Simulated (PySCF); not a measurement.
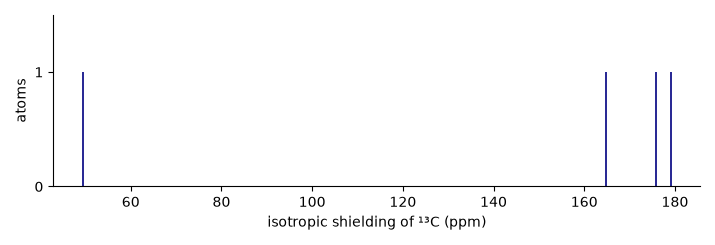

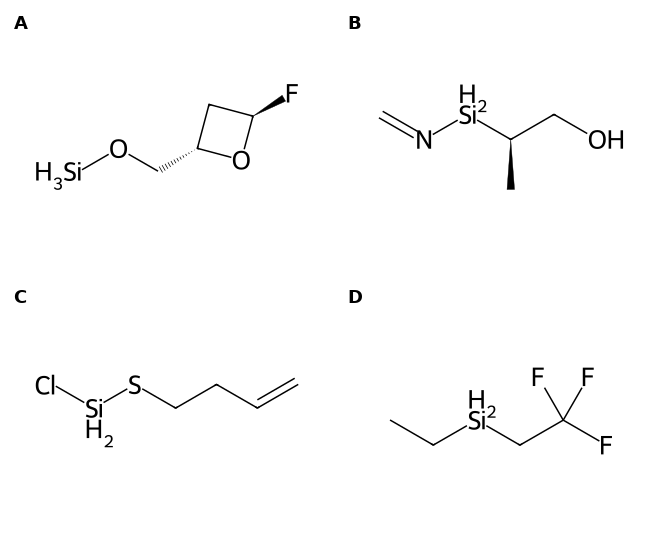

The sticks are computed shieldings of one of the molecules, for one fixed geometry (GFN2-xTB) without averaging over rotations. Low shielding means a high chemical shift. Method: GIAO PBE0/pcSseg-1 NMR shielding, non-relativistic, gas phase (PySCF 2.14.0).

### Match the spectrum to a structure.

D, `CC[SiH2]CC(F)(F)F`. Its 4 C atoms give lines at 49.4, 164.7, 175.9, 179.1 ppm.

The geometry is semi-empirical. Around Si such bond lengths and angles can be off by a tenth of an ångström or more and by several degrees, and values that hang on the shape move with them.
